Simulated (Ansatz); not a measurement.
ClFGeH2···HF

```yaml
atoms:
  - { symbol: Ge, position_ang: [-0.0358, 0.4313, -0.0817] }
  - { symbol: H, position_ang: [0.0879, 0.9339, 1.3403] }
  - { symbol: Cl, position_ang: [1.8411, 0.5753, -1.0923] }
  - { symbol: H, position_ang: [-1.1294, 1.0340, -0.9408] }
  - { symbol: F, position_ang: [-0.3935, -1.2680, 0.0139] }
  - { symbol: F, position_ang: [1.1940, -2.0739, 1.9526] }
  - { symbol: H, position_ang: [0.5962, -2.1505, 1.2749] }
```

Level of theory: RHF/def2-SVP in Ansatz 0.2.0.

> Predict the electron density and electron localisation function between the atoms.

Ge–F (1.74 Å): ρ is about 0.89 e/Å³ halfway; the ELF peaks at about 0.80 in the valence shell of F, 0.5 Å from its nucleus, and is about 0.25 at the midpoint.
Ge–Cl (2.14 Å): the density is about 0.76 e/Å³ at the midpoint, with its minimum of 0.68 e/Å³ about 0.9 Å from Ge; the ELF peaks at about 0.85 in the valence shell of Cl, 0.9 Å from its nucleus, and is about 0.70 at the midpoint.

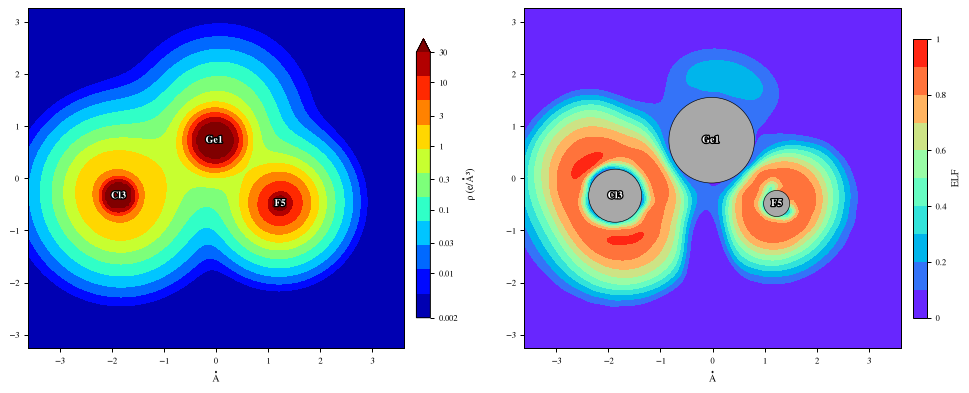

Computed electron density and electron localisation function on the plane of atoms Cl3, Ge1 and F5, in this order. Grey discs cover the atomic cores in the ELF map. 
